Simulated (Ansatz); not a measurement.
A15 V3Si (cubic form, which distorts at low temperature) was calculated with BLYP in Ansatz (PAW).

Settings: plane-wave cutoff 520 eV, 12×12×12 k mesh, Fermi–Dirac smearing 0.05 eV, no spin polarisation, scalar-relativistic PAW data made under PBE.

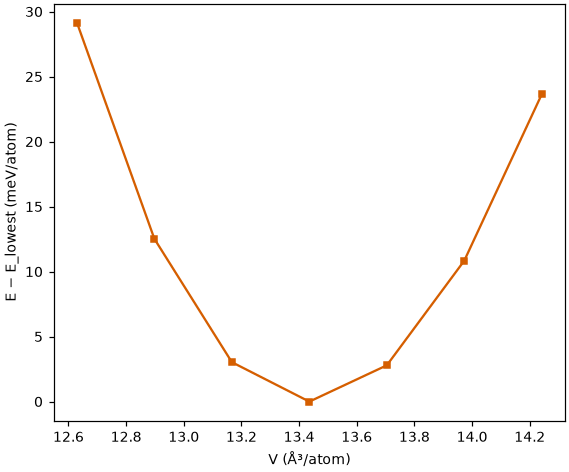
*Total energy against volume*

Task: From the curve, estimate the equilibrium volume and the bulk modulus.

Result: V0 ≈ 13.4 Å³/atom and B0 ≈ 170 GPa; the fit gives V0 = 13.437 Å³/atom, B0 = 173 GPa, B′ = 4.1.

Measured, for comparison: bulk modulus 171 GPa (300 K, no zero-point or thermal correction, our sources range from 171 to 176; as tabulated in Lu and Klein (1997), arXiv:cond-mat/9704251); equilibrium volume per atom 13.18 Å³/atom (temperature not stated, no zero-point or thermal correction; as tabulated in Zeng et al. (2023), arXiv:2309.11055). Computed (rounded) less measured: bulk modulus +1 % (inside the range of the sources held), equilibrium volume per atom +2.0 %.

Note: symmetry holds this phase in the static calculation, where it need not be a minimum.

The computed numbers hold no vibrational or temperature effects.

Computing time: around 9 core-minutes (rough).

Ansatz is a quantum-chemistry and plane-wave program.
